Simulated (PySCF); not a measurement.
Excited-state calculation, with input and output: Al$_{9}$N$_{9}$H$_{12}$

The run: excited-state calculation of Al$_{9}$N$_{9}$H$_{12}$. Method and program: TDDFT wB97X-D/6-31G*, vertical, gas phase, core orbitals frozen in the response, virtual orbitals cut by energy (PySCF 2.14.0).

The geometry comes from this level: GFN2-xTB.

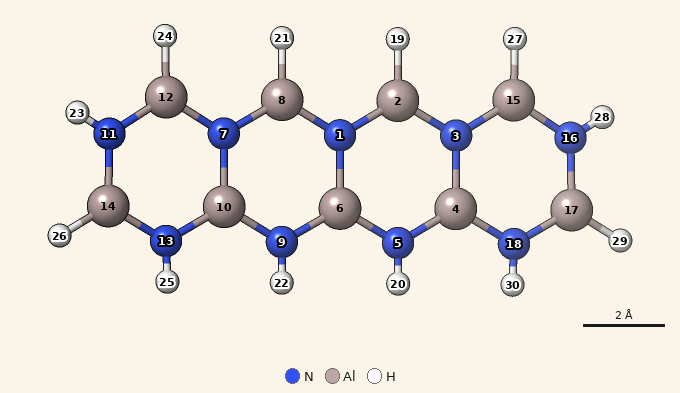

Fig. 1: The structure (ball-and-stick view, seen at a tilt; atoms are numbered from 1 in the order of the input). Sticks mark near contacts.

## The input
```
{"job": {"kind": "uv", "basis": "6-31G*", "grid": 1, "kgrid": 0, "vcut": 1.5, "nstates": 6, "ntriplets": 2, "tda": false, "delta": [], "pop": true, "xc": "wB97X-D"}, "charge": 0, "multiplicity": 1}
N     -0.000079     0.845433    -0.001943
Al    -1.582635     1.724623    -0.002014
N     -3.179281     0.865207    -0.000347
Al    -3.167947    -0.964131    -0.001475
N     -1.589022    -1.832697     0.001435
Al     0.000157    -0.981829    -0.001719
N      3.178845     0.864939    -0.000846
Al     1.582478     1.724299    -0.000922
N      1.589263    -1.832549    -0.000305
Al     3.167827    -0.964056    -0.000020
N      6.306594     0.834866     0.001481
Al     4.754836     1.761628    -0.000450
N      4.759474    -1.832486     0.001651
Al     6.339563    -0.972261     0.001568
Al    -4.755607     1.762323    -0.000945
N     -6.308015     0.835638     0.003132
Al    -6.340886    -0.971995    -0.000027
N     -4.760287    -1.832308     0.001151
H     -1.581805     3.261989     0.000719
H     -1.594655    -2.849025     0.001669
H      1.581373     3.261375     0.002201
H      1.593180    -2.848819     0.000044
H      7.181505     1.355979     0.002956
H      4.786890     3.290639    -0.002095
H      4.721003    -2.849185     0.001600
H      7.670349    -1.720140     0.001413
H     -4.787057     3.292011    -0.000785
H     -7.182658     1.357467     0.002953
H     -7.671970    -1.720649    -0.001082
H     -4.722246    -2.849151     0.000908
```

The first line tells a small driver script what to run in PySCF; the rest is the geometry in Å.

Run on 2 CPU threads, shared host.

Launched with:
```bash
OMP_NUM_THREADS=2 python <driver script> task.json out
```

## The program's output
```
start: PBE on a coarse grid of 30430 points
cycle   1  E = -2680.0001504296  dE =  1.931e+00  |g| = 1.944e+00  |ddm| = 5.855e+00
cycle   2  E = -2675.3027687010  dE =  4.697e+00  |g| = 4.421e+00  |ddm| = 6.284e+00
cycle   3  E = -2680.8209162051  dE = -5.518e+00  |g| = 4.131e-01  |ddm| = 5.328e+00
cycle   4  E = -2680.8564170383  dE = -3.550e-02  |g| = 3.384e-01  |ddm| = 8.743e-01
cycle   5  E = -2680.8804490275  dE = -2.403e-02  |g| = 1.328e-01  |ddm| = 3.550e-01
cycle   6  E = -2680.8855325755  dE = -5.084e-03  |g| = 2.517e-02  |ddm| = 1.629e-01
cycle   7  E = -2680.8856595827  dE = -1.270e-04  |g| = 1.320e-02  |ddm| = 3.064e-02
cycle   8  E = -2680.8857012874  dE = -4.170e-05  |g| = 3.902e-03  |ddm| = 1.391e-02
final grid: 125244 points
cycle   9  E = -2682.2231719870  dE = -2.084e-02  |g| = 9.075e-02  |ddm| = 4.391e-01
cycle  10  E = -2682.2240433201  dE = -8.713e-04  |g| = 7.868e-02  |ddm| = 1.249e-01
cycle  11  E = -2682.2255106830  dE = -1.467e-03  |g| = 1.758e-02  |ddm| = 6.741e-02
cycle  12  E = -2682.2255974503  dE = -8.677e-05  |g| = 5.572e-03  |ddm| = 2.250e-02
cycle  13  E = -2682.2256043682  dE = -6.918e-06  |g| = 7.685e-04  |ddm| = 4.591e-03
cycle  14  E = -2682.2256056165  dE = -1.248e-06  |g| = 2.700e-04  |ddm| = 1.849e-03
cycle  15  E = -2682.2256029192  dE =  2.697e-06  |g| = 1.490e-04  |ddm| = 6.122e-04
cycle  16  E = -2682.2256035636  dE = -6.444e-07  |g| = 4.620e-05  |ddm| = 1.832e-04
converged SCF energy = -2682.2256035636

Static polarisability (au): isotropic 245.265, principal 154.908 238.832 342.055

Singlet excitations
state   eV       nm        f      main configurations
  1   5.4612    227.0   0.00000   H->L 0.63, H-1->L+1 0.10
  2   5.6167    220.7   0.00003   H-1->L 0.41, H-2->L 0.20, H->L+1 0.13
  3   5.7460    215.8   0.00101   H-2->L 0.43, H->L+1 0.22
  4   5.8561    211.7   0.00000   H-3->L 0.43, H-1->L+1 0.19, H-5->L+1 0.10
  5   5.9884    207.0   0.00411   H-5->L 0.51, H-3->L+1 0.26
  6   6.0345    205.5   0.00000   H-4->L 0.31, H-2->L+1 0.25, H->L+8 0.16

Triplet excitations (Tamm-Dancoff, eV): 5.2340 5.3764
```

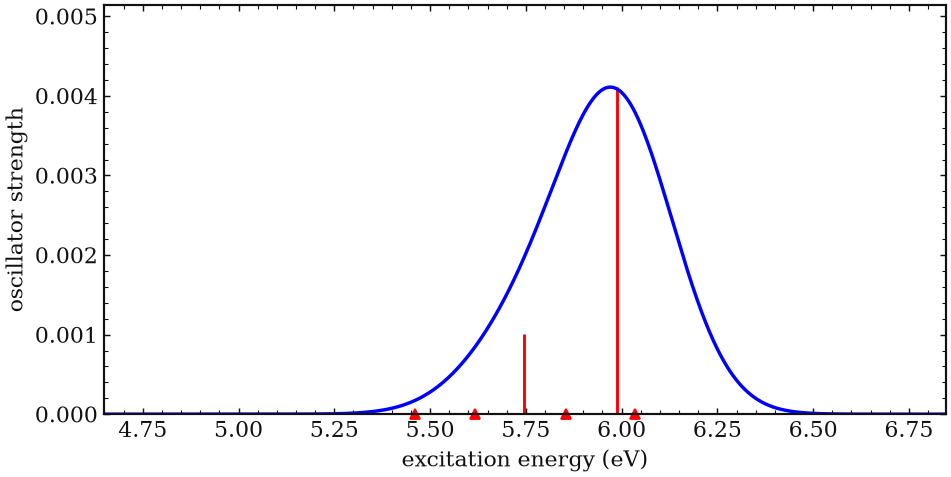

Fig. 2: Computed excitations as sticks (degenerate states added up, dark ones marked on the axis), with a Gaussian envelope of 0.35 eV full width at half maximum, scaled to the tallest. Of the 6 states the lowest lies at 5.46 eV (f = 0.000); the strongest line is at 5.99 eV, or 207 nm (f = 0.004).

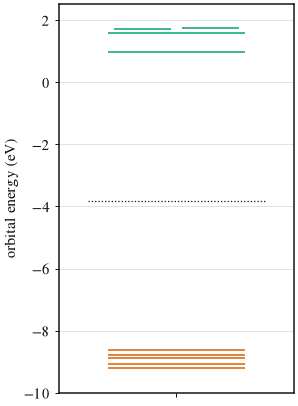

Fig. 3: Orbital energies near the frontier; the dotted line parts filled from empty levels, and levels within 0.02 eV of each other stand side by side. Highest filled −8.61 eV, lowest empty 0.97 eV, 9.58 eV apart.

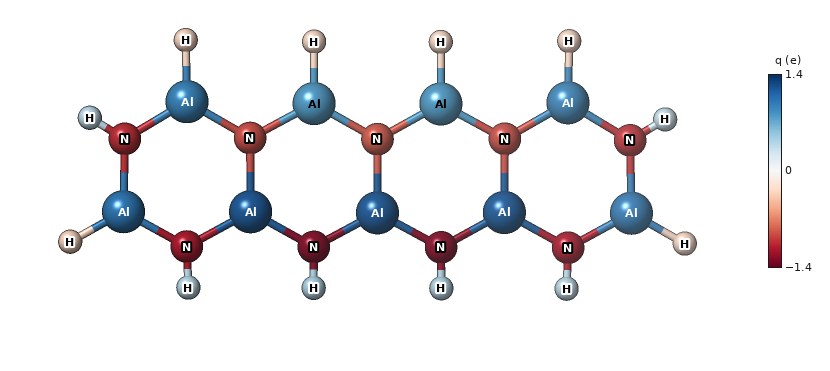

Fig. 4: ESP-fitted charges, as the colour of each atom (ball-and-stick view, seen on its broad side). By element: N −1.30 to −0.87, Al +0.81 to +1.20 and H −0.30 to +0.44 e.

## Summary

```tsv
quantity	value
outcome	converged
total energy	−2682.225604 hartree
HOMO	−8.61 eV
LUMO	0.97 eV
dipole moment	3.91 D
mean polarisability	245.26 a.u.
lowest singlet excitation	5.46 eV
wall time	79 s (CPU time 2.4 min)
peak memory	1.1 GiB
```
